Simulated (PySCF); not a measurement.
Input file:

```
{"job": {"kind": "uv", "xc": "wB97X-D", "basis": "def2-SVPD", "nstates": 8, "ntriplets": 3}, "charge": 0, "multiplicity": 1}
F     -0.803440    -0.558018     1.844129
C     -0.434798    -0.588670     0.525292
C      1.044845    -0.414920     0.338766
C      1.422320     0.248864    -0.743652
Se     0.000916     0.926250    -1.803032
C     -1.166433     0.512406    -0.254977
F     -1.282082     1.639591     0.494968
H     -0.750448    -1.572732     0.142668
H      1.712938    -0.844289     1.065180
H      2.435609     0.423752    -1.060136
H     -2.174003     0.230436    -0.575170
```

Run with:

```sh
OMP_NUM_THREADS=1 python probes_run.py task.json out
```

Geometry: GFN2-xTB.

Level of theory: wB97X-D/def2-SVPD, SCF density, gas phase (PySCF 2.14.0).

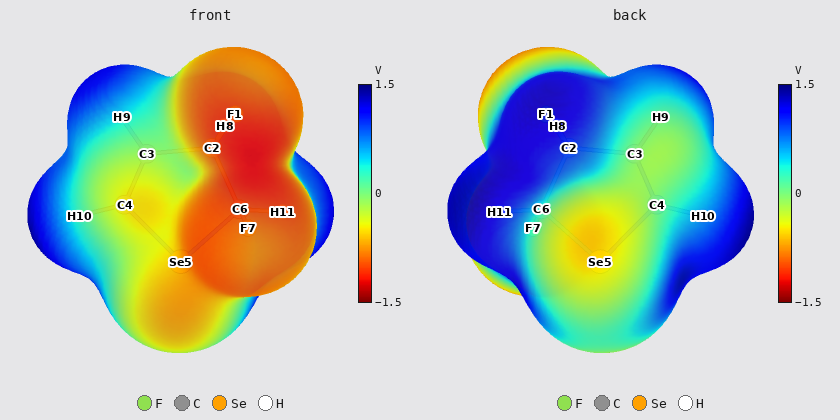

C₄H₄F₂Se. The molecular electrostatic potential painted on the density surface at 0.002 e/bohr³, seen from the front and from behind; the colour scale runs from red (negative) to blue (positive).

### Where is the surface potential most negative and most positive?

The most negative region (about −1.2 V, or −28 kcal/mol for a unit charge) lies over F1 and F7, the most positive (about +1.4 V, or +32 kcal/mol for a unit charge) over Se5, H10 and H11.

### How polar is the molecule by this calculation?

Its dipole moment is 2.37 D.
